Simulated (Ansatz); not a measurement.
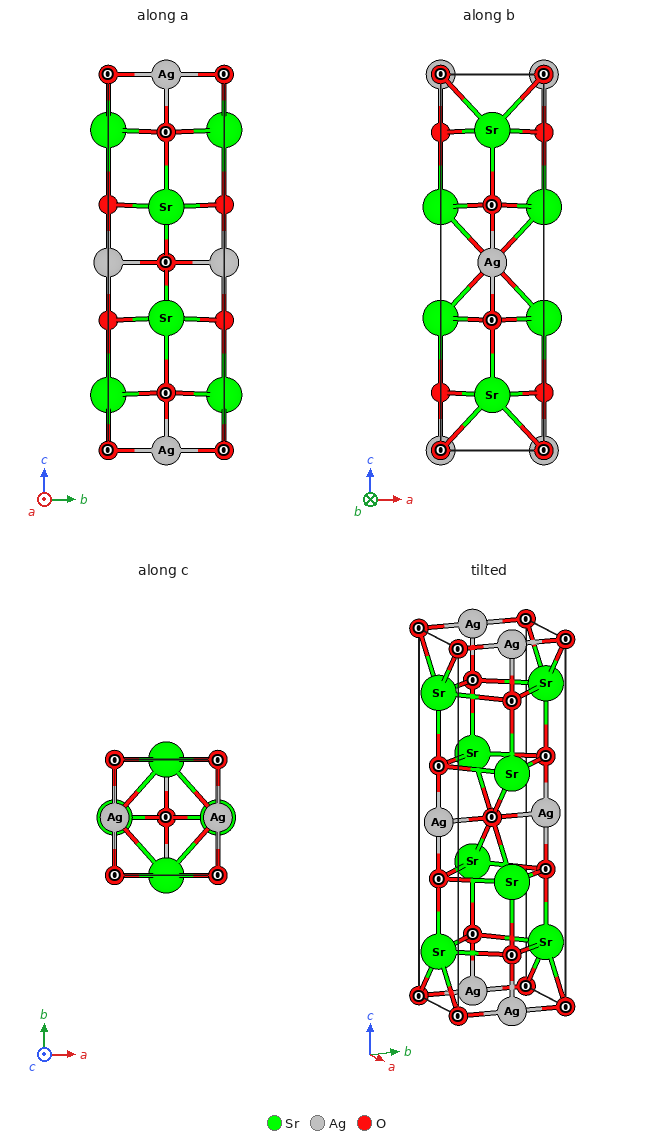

This ball-and-stick model is shown along the a axis, along the b axis, along the c axis and slightly off an axis. Atoms at the boundary of the conventional unit cell (the box) are drawn once for each face, edge or corner they touch.

Lattice parameters: a = 3.5188 Å, b = 3.9499 Å, c = 12.8110 Å, α = 90.000°, β = 90.000°, γ = 90.000°.

> Reconstruct the structure as a CIF in P1 with every atom of the cell, with free fractional coordinates to two decimals.

```cif
data_structure
_symmetry_space_group_name_H-M 'P 1'
_symmetry_Int_Tables_number 1
_cell_length_a 3.5188
_cell_length_b 3.9499
_cell_length_c 12.8110
_cell_angle_alpha 90.000
_cell_angle_beta 90.000
_cell_angle_gamma 90.000
_cell_volume 178.06
loop_
_atom_site_label
_atom_site_type_symbol
_atom_site_fract_x
_atom_site_fract_y
_atom_site_fract_z
_atom_site_occupancy
Sr1 Sr 0.00 0.50 0.35 1
Sr2 Sr 0.50 0.00 0.15 1
Ag1 Ag 0.00 0.50 0.00 1
O1 O 0.00 0.50 0.15 1
O2 O 0.50 0.00 0.35 1
O3 O 0.00 0.00 0.00 1
Sr3 Sr 0.50 0.00 0.85 1
Sr4 Sr 0.00 0.50 0.65 1
Ag2 Ag 0.50 0.00 0.50 1
O4 O 0.50 0.00 0.65 1
O5 O 0.00 0.50 0.85 1
O6 O 0.50 0.50 0.50 1
```

About the cell: it is a generated cell, made by putting these elements into a known structure type (the compound may or may not exist in this form), and it is unrelaxed. Ansatz was used for an electronic-structure calculation on it.

At this level of theory the cell isn't at rest (compressed, at 12 GPa and forces up to 2.7 eV/Å), so its distances can differ from those at equilibrium, the more so the softer the solid.
